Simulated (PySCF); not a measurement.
## TiSH$_{2}$: frequency calculation

The run: frequency calculation of TiSH$_{2}$. Method and program: RKS-based PBE0, Ti def2-TZVP, S def2-TZVP, H def2-TZVP; non-relativistic Hamiltonian; density fitting (PySCF 2.14.0).

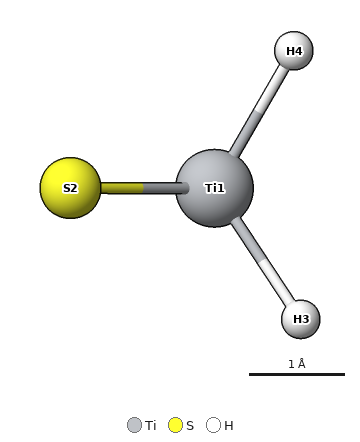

The structure (ball-and-stick view, seen at a tilt; atoms are numbered from 1 in the order of the input). Sticks mark near contacts.

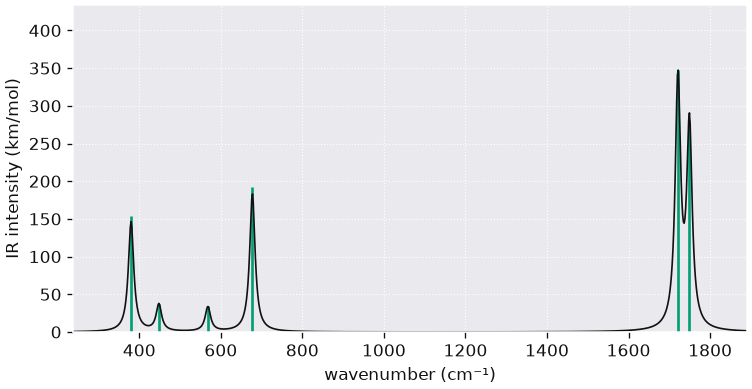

Harmonic infrared spectrum, unscaled: sticks (degenerate modes added up, dark ones marked on the axis) with a Lorentzian envelope of 16 cm⁻¹ full width, scaled to the tallest stick. 6 modes from 380 to 1749 cm⁻¹, none imaginary. The strongest line is at 1721 cm⁻¹ (347 km/mol). All modes, in cm⁻¹ (km/mol): 380 (154), 448 (38), 568 (34), 677 (193), 1721 (347), 1749 (281).

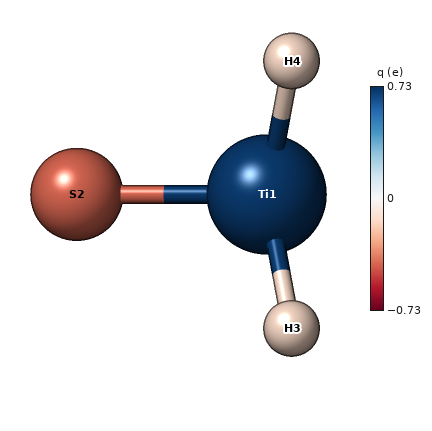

Mulliken charges, as the colour of each atom (ball-and-stick view, seen at a tilt; atoms are numbered from 1 in the order of the input). By element: Ti +0.69, S −0.42 and H −0.14 e.

The input that produced these results follows, with the program's output.

Input:
```python
from pyscf import gto, scf, dft
mol = gto.M(atom='''
Ti     0.353952     0.613202    -0.337391
S     -0.575772    -0.997492     0.488800
H      1.938360     0.527658     0.277015
H     -0.512585     1.942398     0.277031''',
    basis={'Ti': 'def2-TZVP', 'S': 'def2-TZVP', 'H': 'def2-TZVP'},
    charge=0, spin=0)
mf = dft.RKS(mol, xc='PBE0')
mf.grids.atom_grid = (75, 302)
aux = {'Ti': 'def2-universal-JKFIT', 'S': 'def2-universal-JKFIT', 'H': 'def2-universal-JKFIT'}
mf = mf.density_fit(auxbasis=aux)
mf.conv_tol = 1e-09
mf.diis_space = 10
mf.max_cycle = 60
mf.verbose = 4
mf.kernel()
```

The script is an equivalent of the set-up of the self-consistent field. The run itself was carried out by a driver, which started from the orbitals of the step before it where there was one and computed the further properties.

Launch command:
```bash
OMP_NUM_THREADS=2 python axn.py task.json out
```

Log:
```
init E= -1248.48246289939
  HOMO = -0.281689870903607  LUMO = -0.109338665034089  gap/eV = 4.68992
cycle= 1 E= -1248.48246289931  delta_E= 8.39e-11  |g|= 2.05e-05  |ddm|= 1.27e-05
  HOMO = -0.281690613734147  LUMO = -0.109332171181188  gap/eV = 4.69011
cycle= 2 E= -1248.4824628974  delta_E= 1.91e-09  |g|= 9.35e-05  |ddm|= 5.76e-05
  HOMO = -0.281690098631507  LUMO = -0.10933753670618  gap/eV = 4.68995
cycle= 3 E= -1248.4824628994  delta_E= -2e-09  |g|= 4.41e-07  |ddm|= 4.7e-05
  HOMO = -0.281690041602338  LUMO = -0.109337521545226  gap/eV = 4.68995
cycle= 4 E= -1248.4824628994  delta_E= -1.36e-12  |g|= 4.32e-08  |ddm|= 3.88e-07
  HOMO = -0.281690052057066  LUMO = -0.109337529296018  gap/eV = 4.68995
Extra cycle  E= -1248.4824628994  delta_E= 1.82e-12  |g|= 4.91e-08  |ddm|= 8.29e-08
converged SCF energy = -1248.4824628994
```

Results in brief:

- outcome: converged
- total energy: −1248.482463 hartree
- HOMO: −7.67 eV
- LUMO: −2.98 eV
- zero-point energy: 0.012630 hartree
- dipole moment: 4.67 D
- wavenumbers, lowest and highest: 380 and 1749 cm⁻¹
- hardware: 2 threads of Arm Neoverse N1, 98 GiB of memory available, shared host
- wall time: 49 s (CPU time 88 s)
- peak memory: 1.1 GiB
